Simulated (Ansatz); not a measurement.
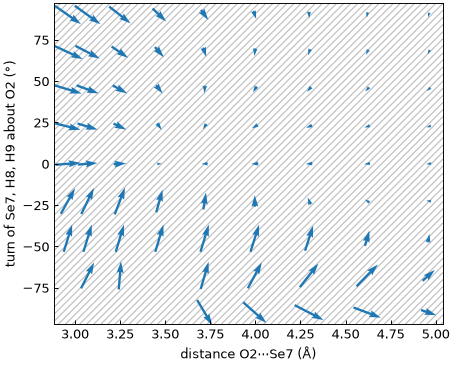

The pair CH₄O···H₂Se. The turn is about an axis along (0.78, 0.55, −0.29) in the frame of the relaxed pair, normal to the line between the partners. Coordinates scanned: (1) distance O2···Se7; (2) turn of Se7, H8, H9 about O2. The grid has 9 × 9 points. At 6 points there is no value (left out of the scan, as a rule where atoms come close). Points are written as (first, second). Method: Ansatz 0.2.0, RKS PBE0-D4/def2-SVPD.

The picture shows arrows along the force (downhill), their lengths compressed, hatched blanks where no value was computed.

**The arrows alone are given. Where is the energy lowest?**

The arrows converge at about (3.495 Å, 0°) (read from the interpolated surface).

The energy map of the same scan:

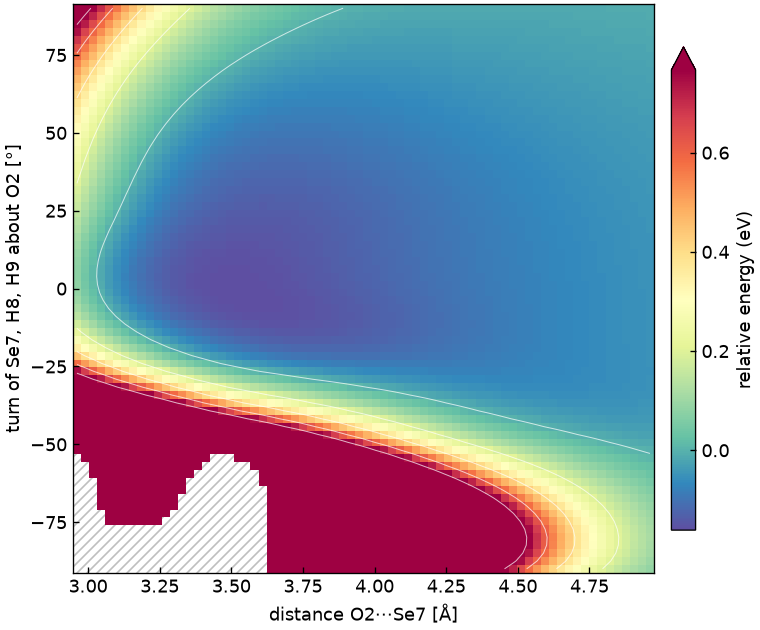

Energies are in eV, from the two partners far apart, frozen as in the relaxed pair, each in its own basis (no counterpoise correction); between grid points the surface is interpolated.
